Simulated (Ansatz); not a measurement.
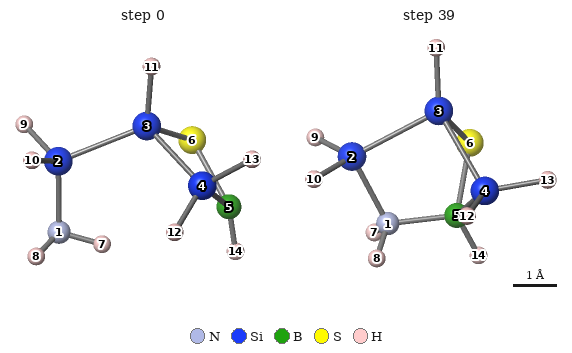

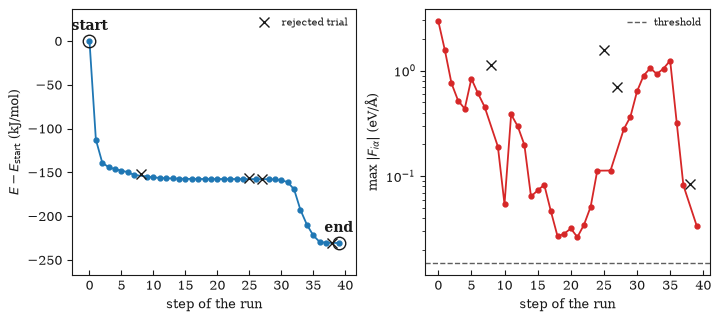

First and last geometry of a relaxation of BSi₃NH₈S, with the history of the run. A ball-and-stick model, seen at a tilt.

The run prepares an end point of a later path (inversion) calculation, from a guessed geometry.

Method: Ansatz 0.2.0, RKS PBE-D4/def2-SVP.

Input file:
```yaml
crystal:
  periodic: [false, false, false]
  atoms:
    - { symbol: "N", position_ang: [0.671, -1.9657, -0.6943] }
    - { symbol: Si, position_ang: [1.2705, -1.0692, 0.7232] }
    - { symbol: Si, position_ang: [0.0279, 0.7692, 1.0908] }
    - { symbol: Si, position_ang: [-0.3071, 1.8166, -0.7235] }
    - { symbol: B, position_ang: [-2.1571, 0.9414, -0.7944] }
    - { symbol: S, position_ang: [-2.0141, 0.3461, 1.0578] }
    - { symbol: H, position_ang: [-0.0217, -1.3196, -1.15181] }
    - { symbol: H, position_ang: [1.42886, -2.16297, -1.2981] }
    - { symbol: H, position_ang: [1.211, -1.9318, 1.9403] }
    - { symbol: H, position_ang: [2.673, -0.6818, 0.4945] }
    - { symbol: H, position_ang: [0.4546, 1.6213, 2.2527] }
    - { symbol: H, position_ang: [0.5038, 1.3873, -1.8122] }
    - { symbol: H, position_ang: [-0.5345, 3.2858, -0.5402] }
    - { symbol: H, position_ang: [-2.687, 0.4326, -1.6886] }
basis:
  gaussian: { orbitals: def2-SVP }
hamiltonian:
  xc: pbe
  dispersion: d4
relax:
  f_tol: 0.015
  max_steps: 40
```

Launched with:
```bash
ansatz run input.yaml --threads 2 --pin off --max-ram 3072MiB --backend cpu --events-out ev --progress --plain --runs-dir out
```

Read the history and describe the run.

Answer. The relaxation stopped without meeting its thresholds, so the last structure isn't shown to be converged. It used up its limit of 40 steps. Over 35 accepted moves (39 points after the start) the energy falls by 230.6 kJ/mol. Largest force component: 3 eV/Å at the start, 0.034 eV/Å at the end. The line search rejected the trial steps at points 8, 25, 27, 38 of the run. The largest move after the best rigid fit is that of B5, 1.41 Å. By element the largest moves are B 1.41 Å, H 1.29 Å, N 1.03 Å, Si 0.47 Å, S 0.24 Å. Among the contacts that change: N1–B5 4.057 → 1.637 Å, Si2–B5 4.254 → 2.910 Å, Si3–Si4 2.122 → 2.333 Å, N1–Si2 1.781 → 1.902 Å. New bonds form: N1–B5 (4.06 → 1.64 Å). Among the angles between lasting bonds that change: Si4–Si3–H11 115.2° → 139.9°, Si2–Si3–S6 111.9° → 89.8°, N1–Si2–Si3 110.8° → 92.6°. Groups turn about Si3–S6 by about 35°. Cost: 2.7 min on 2 threads of Arm Neoverse V1, with other jobs on the host, peak memory 0.2 GiB.

```
step  E − E(0), kJ/mol  largest force component, eV/Å      note
   0              0.00                         2.9646          
   1           -112.57                         1.5647          
   2           -138.88                         0.7594          
   3           -144.02                         0.5200          
   4           -146.27                         0.4359          
   5           -147.98                         0.8408          
   6           -149.68                         0.6088          
   7           -152.85                         0.4546          
   8           -152.33                         1.1370  rejected
   9           -154.68                         0.1911          
  10           -155.72                         0.0543          
  12           -156.63                         0.2970          
  13           -156.85                         0.1984          
  15           -157.29                         0.0734          
  16           -157.41                         0.0830          
  18           -157.48                         0.0271          
  19           -157.50                         0.0285          
  21           -157.53                         0.0265          
  22           -157.54                         0.0348          
  24           -157.58                         0.1129          
  25           -155.89                         1.5846  rejected
  27           -157.57                         0.7034  rejected
  28           -157.69                         0.2788          
  30           -158.83                         0.6360          
  31           -161.11                         0.9000          
  33           -192.83                         0.9297          
  34           -209.53                         1.0484          
  36           -229.27                         0.3178          
  37           -230.30                         0.0818          
  39           -230.56                         0.0340
```
